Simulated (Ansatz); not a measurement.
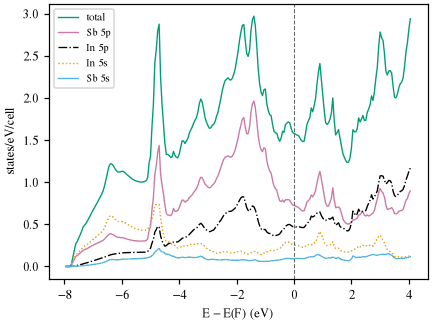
*Total and projected density of states of InSb in space group Pmmn (No. 59; In on 2a, Sb on 2b), DFT-r²SCAN in the program Ansatz with PAW potentials*

Task: Which orbitals carry the states next to the Fermi level?

Result: Within 0.5 eV of the Fermi level: Sb 5p 46 %, In 5p 29 %, In 5s 16 %, Sb 5s 6 %. Projections are on Löwdin-orthogonalised atomic valence shells; empty p or d shells of many metals are not among them.

Task: Where is the tallest occupied peak in this window, and what makes it?

Result: Near -1.4 eV, about 3.0 states/eV per cell; the largest projected share is Sb 5p.

The first step of the workflow began from a Materials Project structure, measured or hypothetical; the Crystallography Open Database copy checked does not list it. It is not the phase usual at ambient conditions (space group No. 216). The cell was relaxed with r²SCAN under the symmetry of its start; its stability against distortions is not shown here. Spin–orbit coupling is left out wherever it is not named.

Potentials: the later of the program's two PAW sets.
